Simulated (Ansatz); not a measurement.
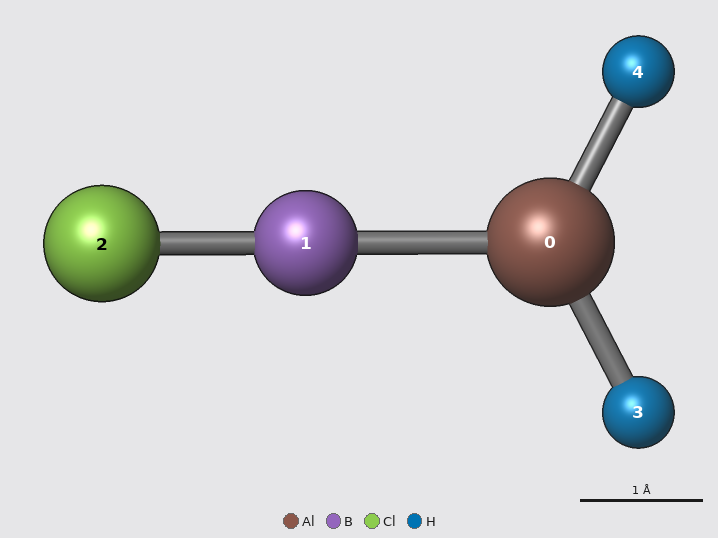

The picture shows the input geometry. Atoms are numbered from 0, in the order of the input.

Ansatz 0.2.0 input:

```yaml
crystal:
  periodic: [false, false, false]
  atoms:
    - {symbol: Al, position_ang: [-0.613300, 0.415368, -0.427420]}
    - {symbol: B, position_ang: [0.838519, -0.568269, 0.585245]}
    - {symbol: Cl, position_ang: [2.045733, -1.386774, 1.427928]}
    - {symbol: H, position_ang: [-1.438438, -0.406295, -1.500772]}
    - {symbol: H, position_ang: [-0.832513, 1.945969, -0.084981]}
basis:
  gaussian: {orbitals: def2-TZVPP}
magnetization: {spin_polarized: true, initial_magnetization: 1}
hamiltonian: {xc: {name: B3LYP}, dispersion: d4}
```

Command:

```sh
ansatz run in.yaml --threads 2 --pin off --events-out ev --progress --plain --max-ram 4352MiB
```

What the program printed:

```
Functional definition: B3LYP
  name "B3LYP"
  cite "Stephens, Devlin, Chabalowski & Frisch, J. Phys. Chem. 98, 11623 (1994) doi:10.1021/j100096a001"
  cite "Becke, Phys. Rev. A 38, 3098 (1988) doi:10.1103/PhysRevA.38.3098"
  cite "Lee, Yang & Parr, Phys. Rev. B 37, 785 (1988) doi:10.1103/PhysRevB.37.785"
  cite "Vosko, Wilk & Nusair, Can. J. Phys. 58, 1200 (1980) doi:10.1139/p80-159"
  parameter a0 = 0.2
  parameter ax = 0.72
  parameter ac = 0.81
  exchange = (1 - a0 - ax)*slater_x + ax*b88_x + a0*exact_x
  correlation = (1 - ac)*vwn_rpa_c + ac*lyp_c
893 factors; their error is unknown
mean field evaluation 1: about -19827.5220 eV, gradient 1.4e1 eV
mean field evaluation 2: about -19827.4083 eV, gradient 1.6e1 eV
mean field evaluation 4: about -19828.8250 eV, gradient 4.4e-1 eV
mean field evaluation 8: about -19828.8571 eV, gradient 9.5e-2 eV
mean field evaluation 16: about -19828.8571 eV, gradient 5.6e-5 eV
mean field -19828.85712411 eV, -728.6970588288 hartree, gradient 2.2e-5 eV, S^2 0.753278; 2 other end points of the search recorded, 0 dependent functions left out
reference -19828.85737691 eV, -728.6970681191 hartree; 19, 18 occupied and 124, 125 virtual orbitals, 893 factors
Total energy: -19829.00672334 eV, -728.7025564993 hartree
```
